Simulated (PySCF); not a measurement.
# CCSD(T)/def2-SVPD run of SiHF3 (SMILES F[SiH](F)F)

What is the energy change on altering one bond length of SiHF3 at CCSD(T)/def2-SVPD? Input form: a Python script.

The calculation is run with PySCF 2.14.0.

2 further runs of the same task are left out: 2 set aside as unsound or not needed.

**1. The structure to begin with**

SiHF3 has 5 atoms, charge 0, and is taken as a singlet. SMILES: `F[SiH](F)F`. The shape is that of a PBE0-D4/def2-TZVP optimisation.

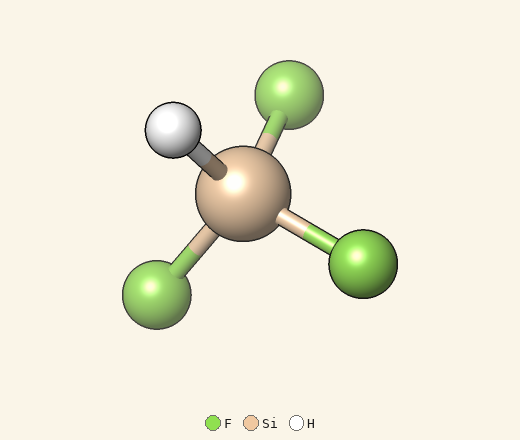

Viewed from a chosen angle; fluorine green, silicon light orange, hydrogen white.

**2. The energy at CCSD(T)/def2-SVPD**

The input, run.py:

```python
from pyscf import gto, cc

system = gto.M(
    atom='''
F       -0.447100      -0.082200       1.491300
Si       0.040700       0.001700      -0.001800
F       -0.597100       1.281400      -0.657200
F       -0.495900      -1.263300      -0.767200
H        1.499400       0.062400      -0.065100
''',
    max_memory=1860,
    basis='def2-svpd',
    verbose=3,
)

hf = system.RHF()
hf.conv_tol = 1e-10
hf.kernel()
if not hf.converged:
    hf = hf.newton().run(hf.mo_coeff, hf.mo_occ)

mycc = cc.CCSD(hf, frozen=8)
mycc.kernel()
e_t = mycc.ccsd_t()
etot = mycc.e_tot + e_t
print(f'total energy: {etot:.8f} hartree')
```

The run is started by

```console
$ OMP_NUM_THREADS=1 python run.py
```

Output:

```text
converged SCF energy = -587.710063578126
E(CCSD) = -588.4013658203805  E_corr = -0.6913022422543835
CCSD(T) correction = -0.0139117693234755
total energy: -588.41527759 hartree
```

Wall time 88 s (1 thread of Arm Neoverse V1, shared host); peak memory 0.67 GiB.

**3. The distorted shape at the same level**

The input, input.py:

```python
from pyscf import gto, cc

system = gto.Mole()
system.atom = '''
F      0.371955     2.713312     4.553851
Si     1.293763     2.871860     1.732301
F      0.088496     5.290143     0.493774
F     -0.937115    -2.387291    -1.449798
H      4.050307     2.986567     1.612681
'''
system.unit = 'bohr'
system.max_memory = 1860
system.basis = 'def2-svpd'
system.verbose = 3
system.build()

mf = system.RHF()
mf.conv_tol = 1e-10
mf.kernel()
if not mf.converged:
    mf = mf.newton().run(mf.mo_coeff, mf.mo_occ)

mycc = cc.CCSD(mf, frozen=8)
mycc.kernel()
e_t = mycc.ccsd_t()
energy = mycc.e_tot + e_t
print('Final energy', energy)
```

The run is started by

```console
$ OMP_NUM_THREADS=1 python input.py
```

Output:

```text
converged SCF energy = -587.42131913388
E(CCSD) = -588.1496422350417  E_corr = -0.7283231011618011
CCSD(T) correction = -0.0458541865216298
Final energy -588.1954964215633
```

Wall time 1.7 min (1 thread of Arm Neoverse V1, shared host); peak memory 0.67 GiB.

**4. What came out**

Level: CCSD(T)/def2-SVPD, 8 core orbitals frozen.

```
                                                          quantity          value
                                         first shape: total energy  -588.41528 Eh
                 first shape: dipole moment (Hartree–Fock density)         1.59 D
                  first shape: HOMO energy (Hartree–Fock orbitals)      -15.42 eV
                  first shape: LUMO energy (Hartree–Fock orbitals)        2.39 eV
                first shape: HOMO–LUMO gap (Hartree–Fock orbitals)       17.82 eV
          first shape: correlation energy (8 core orbitals frozen)     -705.2 mEh
                                       first shape: (T) correction     -13.91 mEh
                                        first shape: T1 diagnostic          0.014
                                     distorted shape: total energy  -588.19550 Eh
             distorted shape: dipole moment (Hartree–Fock density)        10.93 D
              distorted shape: HOMO energy (Hartree–Fock orbitals)      -10.66 eV
              distorted shape: LUMO energy (Hartree–Fock orbitals)       -3.09 eV
            distorted shape: HOMO–LUMO gap (Hartree–Fock orbitals)        7.57 eV
      distorted shape: correlation energy (8 core orbitals frozen)     -774.2 mEh
                                   distorted shape: (T) correction     -45.85 mEh
                                    distorted shape: T1 diagnostic          0.072
energy change with the Si2–F4 bond stretched from 1.573 to 3.460 Å       5.981 eV
```

What this shows: One bond (distorted shape) is far stretched, which a spin-restricted single reference describes badly; perturbation theory on it can break down and give far too much correlation. With the Si2–F4 bond stretched from 1.573 to 3.460 Å the energy rises by 5.98 eV (577 kJ/mol). The first shape isn't relaxed at this level, so the change isn't measured from a minimum. A restricted reference can't describe the breaking bond well at this length. Mulliken charges (first shape) of the mean-field density run from -0.77 on F1 to +2.59 on Si2; in a basis this large or diffuse they mean little. The triples (first shape) make up 2.0 % of the correlation energy. The T1 diagnostic (distorted shape) of 0.072 is above the customary mark for such species, so a single reference may not serve. The triples (distorted shape) make up 5.9 % of the correlation energy.
